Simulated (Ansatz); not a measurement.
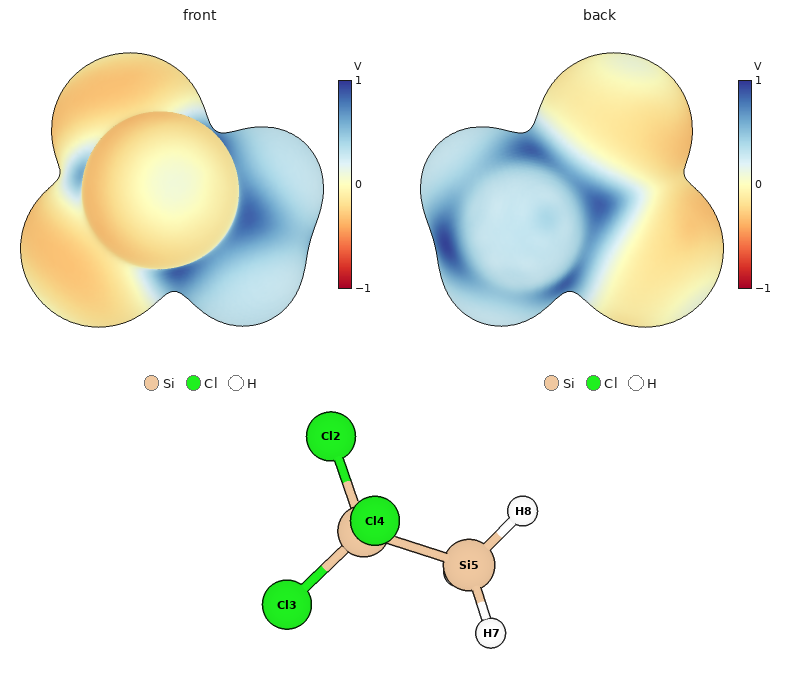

Figure 1: Cl3H3Si2 (SMILES [Si](Cl)(Cl)(Cl)[SiH3]). The molecular electrostatic potential painted on the density surface at 0.001 e/bohr³, seen from the front and from behind; the colour scale runs from red (negative) to blue (positive). The bare structure is drawn below in the same view.

Method: Ansatz, DFT B3LYP, Gaussian basis def2-SVP.

The calculation's input:

```
crystal:
  periodic: [false, false, false]
  atoms:
    - { symbol: Si, position_ang: [-1.211038, -0.185229, -1.525848] }
    - { symbol: Cl, position_ang: [0.313211, 0.22552, -0.150757] }
    - { symbol: Cl, position_ang: [-2.410446, -1.739133, -0.798025] }
    - { symbol: Cl, position_ang: [-0.368284, -0.750251, -3.35709] }
    - { symbol: Si, position_ang: [-2.460141, 1.642194, -1.816489] }
    - { symbol: H, position_ang: [-3.051109, 2.037465, -0.529536] }
    - { symbol: H, position_ang: [-3.529935, 1.351865, -2.782398] }
    - { symbol: H, position_ang: [-1.616221, 2.732287, -2.327591] }
basis:
  gaussian: { orbitals: def2-SVP }
hamiltonian:
  xc: b3lyp
relax:
  f_tol: 0.004
  max_steps: 200
output:
  orbitals: {}
```

Command:

```sh
ansatz run input.yaml --threads 4 --pin off --max-ram 10240MiB --backend cpu --events-out ev --progress --plain --runs-dir out
```

The fields are those of the relaxed geometry.

### Where is the surface potential most negative and most positive?

The most negative region (about −0.3 V) lies over Cl2, Cl3 and Cl4, the most positive (about +0.9 V) over Si1 and Si5.
